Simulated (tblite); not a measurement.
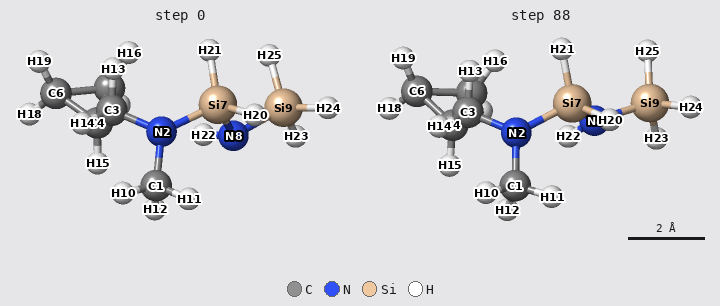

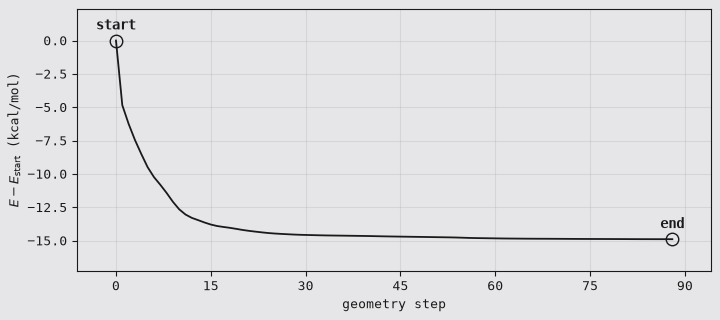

First and last geometry of a relaxation of C₅H₁₆N₂Si₂, with the history of the run. The picture is a ball-and-stick view, seen from a free direction.

Level of theory: GFN2-xTB geometry optimisation, gas phase (tblite 0.8.0). 

Question: Read the history and describe the run.

Answer: It converged. The energy falls by 14.9 kcal/mol in 88 geometry steps. An H atom moves most after the best rigid fit: 0.57 Å. By element the largest moves are H 0.57 Å, N 0.42 Å, Si 0.28 Å, C 0.15 Å. Near-neighbour distances that change, for instance: Si–Si 2.752 → 3.128 Å, N–Si 1.684 → 1.737 Å, C–N 1.484 → 1.442 Å, C–C 1.485 → 1.516 Å. Among the angles between lasting bonds that change: Si–N–Si 109.7° → 129.0°, N–Si–N 102.2° → 113.1°, Si–N–H 108.1° → 114.4°.

| step | E − E(0), kcal/mol |
| --- | --- |
| 0 | 0.00 |
| 1 | -4.85 |
| 2 | -6.25 |
| 3 | -7.45 |
| 4 | -8.50 |
| 5 | -9.49 |
| 6 | -10.23 |
| 7 | -10.81 |
| 8 | -11.42 |
| 9 | -12.09 |
| 10 | -12.65 |
| 14 | -13.64 |
| 18 | -14.04 |
| 22 | -14.32 |
| 26 | -14.49 |
| 31 | -14.59 |
| 35 | -14.62 |
| 39 | -14.65 |
| 43 | -14.69 |
| 47 | -14.71 |
| 51 | -14.74 |
| 55 | -14.78 |
| 59 | -14.82 |
| 63 | -14.85 |
| 67 | -14.86 |
| 72 | -14.87 |
| 76 | -14.88 |
| 80 | -14.88 |
| 84 | -14.89 |
| 88 | -14.89 |
